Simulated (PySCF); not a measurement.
Molecule: Cd(OMe)(GeH3), CH6CdGeO, SMILES C[O][Cd][GeH3]. Atoms near the plane z = 0.0 Å, at the B3LYP/def2-SVP optimised geometry (x, y, z in Å): Cd1 (-0.4, 0.4, 0.0), O2 (1.6, 0.4, 0.0), C3 (2.5, -0.7, -0.1), H4 (2.4, -1.3, -1.0), H5 (3.5, -0.4, -0.1), H6 (2.4, -1.5, 0.8), Ge7 (-2.9, 0.5, 0.0), H10 (-3.5, -0.8, 0.2).

Computed with B3LYP/def2-TZVP, def2 effective core potentials past Kr (PySCF). The core electrons that the potentials of Cd replace are not part of the density. Cells within 0.4 Å of a nucleus heavier than hydrogen are left out (blank, or x). The values are rescaled to run from 0 to 1.

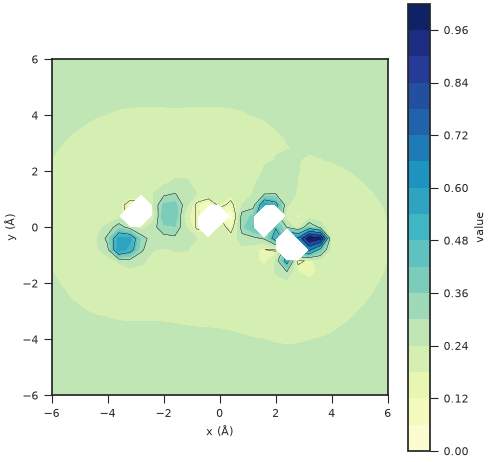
a field on the plane z = 0.0 Å.

**Question.** Which quantity is mapped?
A. Laplacian of the electron density
B. an orbital amplitude
C. electron localisation function
D. deformation density (molecule minus spherical neutral atoms)

**Answer.** D, deformation density (molecule minus spherical neutral atoms). In full: deformation density (molecule minus spherical neutral atoms) (e/bohr³).
